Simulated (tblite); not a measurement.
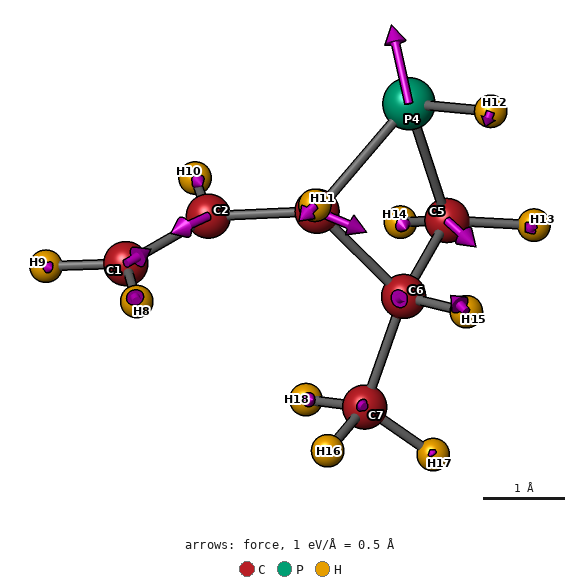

Starting geometry of C6H11P with the computed forces as purple arrows. A ball-and-stick model, seen at a tilt.

Theory: GFN2-xTB geometry optimisation, gas phase (tblite). 

Q: What follows when this structure is relaxed?

A: It isn't relaxed: the largest force vector, on the P atom, is 2.07 eV/Å. The final displacements have little in common with the starting forces (cosine between the two patterns 0.18). After 93 geometry steps the energy has fallen by 29.7 kJ/mol. The atom that moves furthest after the best rigid fit is an H atom (0.69 Å). By element the largest moves are H 0.69 Å, C 0.26 Å, P 0.19 Å. Near-neighbour distances that change, for instance: C–P 1.827 → 1.874 Å, C–P 1.861 → 1.905 Å, C–C 1.591 → 1.550 Å, C–C 1.560 → 1.535 Å. Bond angles that change, for instance: P–C–H 108.0° → 114.8°, C–P–H 98.6° → 93.0°, C–C–P 116.0° → 110.7°. Groups turn about C–C by about 30°. Cost: 0.9 s on 1 thread of Arm Neoverse N1, on a shared host.
